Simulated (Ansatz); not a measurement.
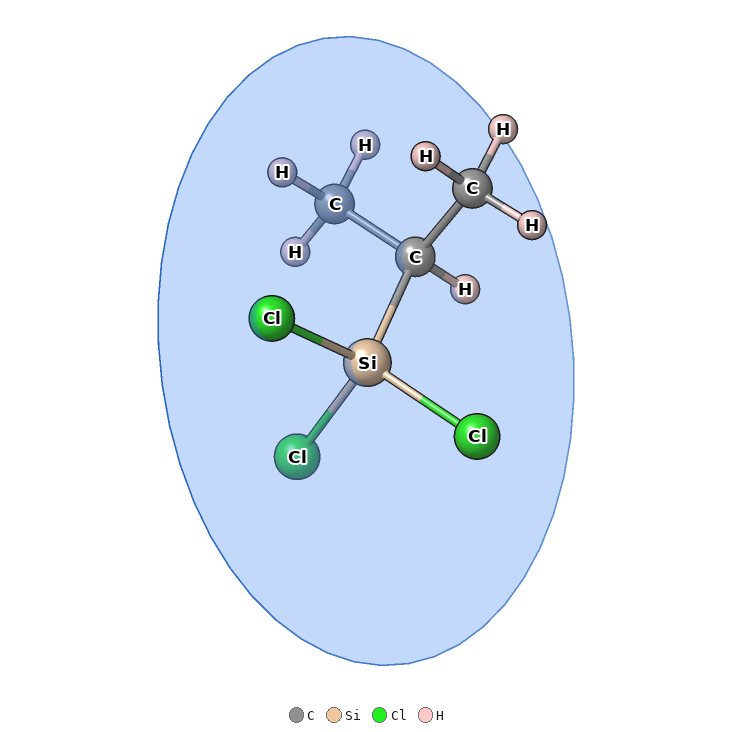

All proper rotation axes (lines) and mirror planes (discs) of the structure are drawn in. Distant atoms are faded towards the background colour. Computed geometry: PBE0-D4/def2-TZVP optimisation.

Name the symmetry elements and the point group.

It has 1 mirror plane. Point group Cs. The group has 2 operations. The geometry is achiral, and symmetry allows a dipole moment.
